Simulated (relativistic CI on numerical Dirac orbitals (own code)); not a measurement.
**P²⁺: one ion under different settings**

Aim: see what numerical and physical settings do to the SCF, the total energy and the lowest levels of P²⁺.

The numbers are computed with relativistic CI on numerical Dirac orbitals (own code) version 3 (Dirac-Coulomb-Breit CI, KLI orbitals optimised for each configuration, model QED (radiative potential, 1s self-energy scaled to tabulated hydrogen-like ionisation energies), numerical settings as typed), except any that are marked as measured or tabulated.

## (1) What is computed

| Item | Value |
| --- | --- |
| ion | P²⁺ (P III) |
| nuclear charge | 15 |
| electrons | 13 |
| isotope | A = 31 |

## (2) Usual settings

Settings of the run:

```ini
atom P  Z=15  charge=2  electrons=13
nucleus A=31  rms_radius_fm=3.1889
hamiltonian dirac-coulomb  breit=on  qed=on  c_scale=1
orbitals kli  potential=per-configuration
slater_scale 1
correlation none
mixing on
grid step=0.0125 r_max=34.3
scf mixing=0.4 start=green max_iterations=150 tolerance=2e-08 node_fill=0.05
configurations
  [Ne] 3s2 3p
  [Ne] 3s 3p2
  [Ne] 3s2 3d
end
```

On the command line:

```bash
> python run_levels.py task.json out
```

One command runs all members of the session, one after another, from task.json.

## (3) Start potential previous, speed-of-light factor 2

Settings of the run:

```ini
atom P  Z=15  charge=2  electrons=13
nucleus A=31  rms_radius_fm=3.1889
hamiltonian dirac-coulomb  breit=on  qed=on  c_scale=2
orbitals kli  potential=per-configuration
slater_scale 1
correlation none
mixing on
grid step=0.0125 r_max=34.3
scf mixing=0.4 start=previous max_iterations=150 tolerance=2e-08 node_fill=0.05
configurations
  [Ne] 3s2 3p
  [Ne] 3s 3p2
  [Ne] 3s2 3d
end
```

## (4) Node fill 0

Settings of the run:

```ini
atom P  Z=15  charge=2  electrons=13
nucleus A=31  rms_radius_fm=3.1889
hamiltonian dirac-coulomb  breit=on  qed=on  c_scale=1
orbitals kli  potential=per-configuration
slater_scale 1
correlation none
mixing on
grid step=0.0125 r_max=34.3
scf mixing=0.4 start=green max_iterations=150 tolerance=2e-08 node_fill=0
configurations
  [Ne] 3s2 3p
  [Ne] 3s 3p2
  [Ne] 3s2 3d
end
```

## (5) Grid step 0.008

Settings: those of step 4 with these lines changed.

```diff
@@ -7,4 +7,4 @@
 mixing on
-grid step=0.0125 r_max=34.3
-scf mixing=0.4 start=green max_iterations=150 tolerance=2e-08 node_fill=0
+grid step=0.008 r_max=34.3
+scf mixing=0.4 start=green max_iterations=150 tolerance=2e-08 node_fill=0.05
 configurations
```

## (6) Grid step 0.006

Settings: those of step 5 with these lines changed.

```diff
@@ -7,3 +7,3 @@
 mixing on
-grid step=0.008 r_max=34.3
+grid step=0.006 r_max=34.3
 scf mixing=0.4 start=green max_iterations=150 tolerance=2e-08 node_fill=0.05
```

## (7) Node fill 50

Settings: those of step 6 with these lines changed.

```diff
@@ -7,4 +7,4 @@
 mixing on
-grid step=0.006 r_max=34.3
-scf mixing=0.4 start=green max_iterations=150 tolerance=2e-08 node_fill=0.05
+grid step=0.0125 r_max=34.3
+scf mixing=0.4 start=green max_iterations=63 tolerance=2e-08 node_fill=50
 configurations
```

## (8) Potential mixing 1.3

Settings: those of step 7 with these lines changed.

```diff
@@ -8,3 +8,3 @@
 grid step=0.0125 r_max=34.3
-scf mixing=0.4 start=green max_iterations=63 tolerance=2e-08 node_fill=50
+scf mixing=1.3 start=green max_iterations=74 tolerance=2e-08 node_fill=0.05
 configurations
```

(Steps that only read results are left out.)

What does the calculation give? Wanted: lowest level, usual settings; total energy; first excitation.

The runs gave:

| setting | total energy less usual (Ha) | largest shift of a level among the lowest eight of both runs, same label and place (cm⁻¹) | SCF iterations | time | lowest level | kind of change |
| --- | --- | --- | --- | --- | --- | --- |
| usual | 0 | 0 | 30 | 0.12 s | 3p 2P°1/2 | - |
| start potential previous, speed-of-light factor 2 | 0.581 | 1020 | 26 | 0.16 s | 3p 2P°1/2 | unphysical constant |
| node fill 0 | 0.000442 | 94.6 | 30 | 0.16 s | 3p 2P°1/2 | numerical |
| grid step 0.008 | -1.82e-05 | 0.00790 | 30 | 0.23 s | 3p 2P°1/2 | numerical |
| grid step 0.006 | -2.64e-05 | 0.0114 | 30 | 0.29 s | 3p 2P°1/2 | numerical |
| node fill 50 | 0.228 | 8360 | 36 | 0.16 s | 3p 2P°1/2 | unsound |
| potential mixing 1.3 | 0 | 0 | 30 | 0.15 s | 3p 2P°1/2 | extreme, harmless here |

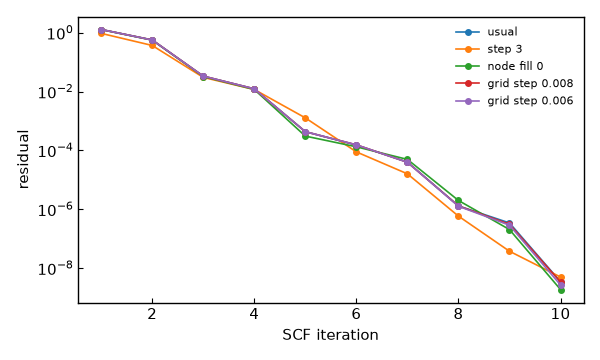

Residual of the first configuration's SCF.

| quantity | value |
| --- | --- |
| lowest level, usual settings | 3p 2P°1/2 |
| total energy | -340.3732 Ha |
| first excitation | 564.4 cm⁻¹ |

Among the runs whose levels can be followed, they move most under «node fill 50» (unsound), by up to 8360 cm⁻¹. No visible change in the result comes from «potential mixing 1.3». Only the listed configurations are in the model. In a near-neutral ion this small CI can misplace whole configurations by 10,000 cm⁻¹ or more.
